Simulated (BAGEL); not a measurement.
# B3LYP/6-31G(d) (density fitting with qzvpp-jkfit, spherical functions) run of AlH2SF (SMILES [F][AlH][SH])

Aim: the energy change on altering one bond length of AlH2SF at B3LYP/6-31G* (density fitting with qzvpp-jkfit, spherical functions), from 2 runs. 

The results are computed with BAGEL 1.2.2.

5 further runs of the same task are left out: 4 that didn't finish, 1 set aside as unsound or not needed. Runs told in other sessions of the task aren't counted.

**1. The system as given**

The species is AlH2SF (5 atoms), meant as a singlet with charge 0. As SMILES, `[F][AlH][SH]`. Geometry: relaxed at PBE0-D4/def2-TZVP. This is one conformer, not always the lowest.

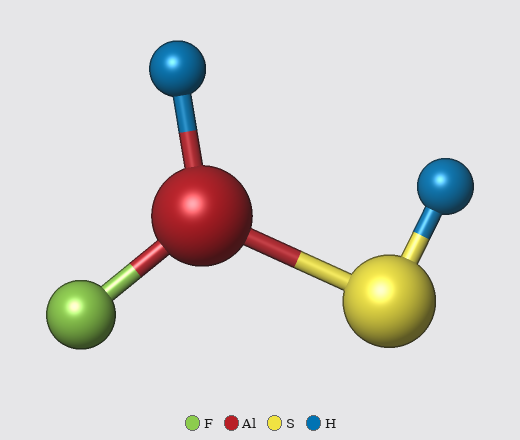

Viewed from a chosen angle; fluorine green, aluminium red, sulfur yellow, hydrogen blue.

**2. A single-point energy at B3LYP/6-31G(d) (density fitting with qzvpp-jkfit, spherical functions)**

File input.json:

```json
{ "bagel": [

{
  "title": "molecule",
  "basis": "6-31gs.json",
  "df_basis": "qzvpp-jkfit",
  "angstrom": "true",
  "geometry": [
    { "atom": "F", "xyz": [   -1.203500,   -1.535800,    0.877500 ] },
    { "atom": "Al", "xyz": [   -0.513900,   -0.309100,    0.024800 ] },
    { "atom": "S", "xyz": [    1.536100,    0.182600,    0.533500 ] },
    { "atom": "H", "xyz": [   -1.341100,    0.430400,   -1.085200 ] },
    { "atom": "H", "xyz": [    1.572300,    1.158200,   -0.392100 ] }
  ]
},
{
  "title": "ks",
  "xc_func": "b3lyp",
  "charge": 0
},
{
  "title": "print",
  "file": "orbitals.molden",
  "orbitals": "true"
}

]}
```

The basis set 6-31G* is read from a file made from the Basis Set Exchange's data (not shown).

Command:

```sh
BAGEL_NUM_THREADS=1 BAGEL input.json > input.out
```

The program printed:

```text
* using 1 threads per process

  ===============================================================
  ===============================================================

  *** Geometry ***

  { "atom" : "F", "xyz" : [     -2.274285,     -2.902241,      1.658235 ] },
  { "atom" : "Al", "xyz" : [     -0.971130,     -0.584114,      0.046865 ] },
  { "atom" : "S", "xyz" : [      2.902808,      0.345064,      1.008169 ] },
  { "atom" : "H", "xyz" : [     -2.534312,      0.813338,     -2.050731 ] },
  { "atom" : "H", "xyz" : [      2.971216,      2.188681,     -0.740962 ] },

  Number of auxiliary basis functions:      369

  Since a DF basis is specified, we compute 2- and 3-index integrals:
    o Being stored without compression. Storage requirement is 0.009 GB

  Number of basis functions:       54
  Number of electrons      :       40

    * METHOD: MOLECULE                             0.10

  *** Kohn-Sham DFT ***

    * Removing 7228 points whose weight is below 1.00e-10
    * Grid points: 67302

  === Nuclear Repulsion ===
   130.7631620136

       - DIIS with orbital gradients will be used.

  === KS iteration (b3lyp / 6-31gs.json) ===
      0       -727.82349760          0.14004569           0.12
      1       -718.51009469          0.16878244           0.10
      2       -730.53161379          0.12870743           0.09
      3       -741.49039797          0.02773059           0.09
      4       -741.71464609          0.01269741           0.09
      5       -741.76494819          0.00368221           0.09
      6       -741.76972020          0.00147419           0.09
      7       -741.77069970          0.00039078           0.09
      8       -741.77070004          0.00039878           0.09
      9       -741.77073302          0.00002197           0.09
     10       -741.77073312          0.00000598           0.09
     11       -741.77073313          0.00000117           0.10
     12       -741.77073313          0.00000070           0.10
     13       -741.77073313          0.00000021           0.10
     14       -741.77073313          0.00000004           0.09
     15       -741.77073313          0.00000002           0.09
     16       -741.77073313          0.00000000           0.09
    * SCF iteration converged.

    * Permanent dipole moment:
           (    0.071517,    -0.541541,     0.557175) a.u.

    * METHOD: KS                                   1.78

    * METHOD: PRINT                                0.01

  ===============================================================
```

Run time: 2 s. Hardware: 1 thread of Arm Neoverse V2, shared host; peak memory 0.21 GiB.

**3. The distorted shape at the same level**

File input.json:

```json
{ "bagel" : [

{
  "title" : "molecule",
  "basis" : "6-31gs.json",
  "df_basis" : "qzvpp-jkfit",
  "angstrom" : true,
  "geometry" : [
    { "atom" : "F", "xyz" : [      -0.955342,      -1.757648,       1.210497 ] },
    { "atom" : "Al", "xyz" : [      -0.265742,      -0.530948,       0.357797 ] },
    { "atom" : "S", "xyz" : [       1.784258,      -0.039248,       0.866497 ] },
    { "atom" : "H", "xyz" : [      -1.341100,       0.430400,      -1.085200 ] },
    { "atom" : "H", "xyz" : [       1.820458,       0.936352,      -0.059103 ] }
  ]
},

{
  "title" : "ks",
  "xc_func" : "b3lyp"
},

{
  "title" : "print",
  "file" : "orbitals.molden",
  "orbitals" : true
}

]}
```

The basis set 6-31G* is read from a file made from the Basis Set Exchange's data (not shown).

Command:

```sh
BAGEL_NUM_THREADS=1 BAGEL input.json > input.out
```

The program printed:

```text
* using 1 threads per process

  ===============================================================
  ===============================================================

  *** Geometry ***

  { "atom" : "F", "xyz" : [     -1.805335,     -3.321473,      2.287508 ] },
  { "atom" : "Al", "xyz" : [     -0.502180,     -1.003346,      0.676138 ] },
  { "atom" : "S", "xyz" : [      3.371759,     -0.074168,      1.637442 ] },
  { "atom" : "H", "xyz" : [     -2.534312,      0.813338,     -2.050731 ] },
  { "atom" : "H", "xyz" : [      3.440167,      1.769449,     -0.111688 ] },

  Number of auxiliary basis functions:      369

  Since a DF basis is specified, we compute 2- and 3-index integrals:
    o Being stored without compression. Storage requirement is 0.009 GB

  Number of basis functions:       54
  Number of electrons      :       40

    * METHOD: MOLECULE                             0.10

  *** Kohn-Sham DFT ***

    * Removing 6896 points whose weight is below 1.00e-10
    * Grid points: 67634

  === Nuclear Repulsion ===
   129.2377650525

       - DIIS with orbital gradients will be used.

  === KS iteration (b3lyp / 6-31gs.json) ===
      0       -727.94033581          0.13941557           0.14
      1       -718.32088642          0.18140809           0.11
      2       -730.56017021          0.12972785           0.09
      3       -741.43531478          0.02900770           0.10
      4       -741.53841968          0.02163727           0.10
      5       -741.71285096          0.01041558           0.09
      6       -741.72773538          0.00531822           0.09
      7       -741.73764606          0.00177890           0.10
      8       -741.73853197          0.00016636           0.09
      9       -741.73853885          0.00003864           0.10
     10       -741.73853934          0.00001279           0.09
     11       -741.73853938          0.00000279           0.09
     12       -741.73853939          0.00000103           0.09
     13       -741.73853939          0.00000030           0.09
     14       -741.73853939          0.00000010           0.09
     15       -741.73853939          0.00000004           0.09
     16       -741.73853939          0.00000000           0.09
    * SCF iteration converged.

    * Permanent dipole moment:
           (   -0.150349,    -0.426326,     0.339642) a.u.

    * METHOD: KS                                   1.83

    * METHOD: PRINT                                0.01

  ===============================================================
```

Run time: 2.1 s. Hardware: 1 thread of Arm Neoverse V2, shared host; peak memory 0.21 GiB.

**4. Results**

Level: B3LYP/6-31G* (density fitting with qzvpp-jkfit, spherical functions).

```
                                                          quantity          value
                                         first shape: total energy  -741.77073 Eh
                                        first shape: dipole moment         1.98 D
                                          first shape: HOMO energy       -7.68 eV
                                          first shape: LUMO energy       -1.04 eV
                                        first shape: HOMO–LUMO gap        6.64 eV
                                     distorted shape: total energy  -741.73854 Eh
                                    distorted shape: dipole moment         1.44 D
                                      distorted shape: HOMO energy       -7.88 eV
                                      distorted shape: LUMO energy       -1.42 eV
                                    distorted shape: HOMO–LUMO gap        6.46 eV
energy change with the Al2–H4 bond stretched from 1.569 to 2.040 Å       0.876 eV
```

In words: With the Al2–H4 bond stretched from 1.569 to 2.040 Å the energy rises by 0.88 eV (20.2 kcal/mol). The first shape isn't relaxed at this level, so the change isn't measured from a minimum.
